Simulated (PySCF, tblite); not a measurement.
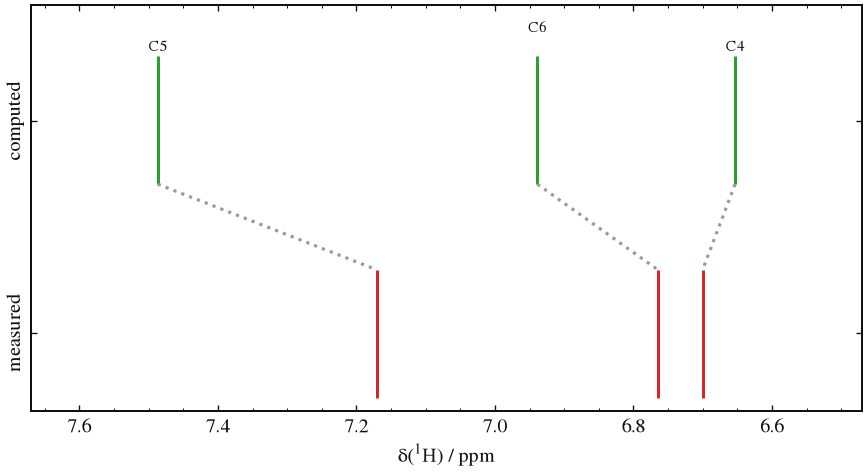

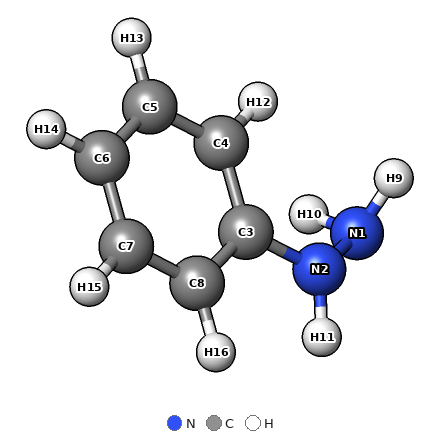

¹H shifts of C₆H₈N₂ (phenylhydrazine), SMILES NNc1ccccc1 against TMS: GIAO PBE0/pcSseg-1 (PySCF 2.14.0) for one gas-phase conformer (GFN2-xTB, like atoms averaged; labels name one atom bearing the H of each set) above, published measurements (CDCl3) below; dotted lines join the same nuclei. Only nuclei with a measured value are shown, one named for each set of like atoms.

Question: Is the order of the signals reproduced?

Answer: Yes, no dotted lines cross.

Question: Give the values.

Answer:
```
nucleus  computed  measured
H on C5      7.49      7.17
H on C6      6.94      6.77
H on C4      6.65      6.70
```

Note: the tight-binding geometry is rougher than a DFT one and adds to the error.
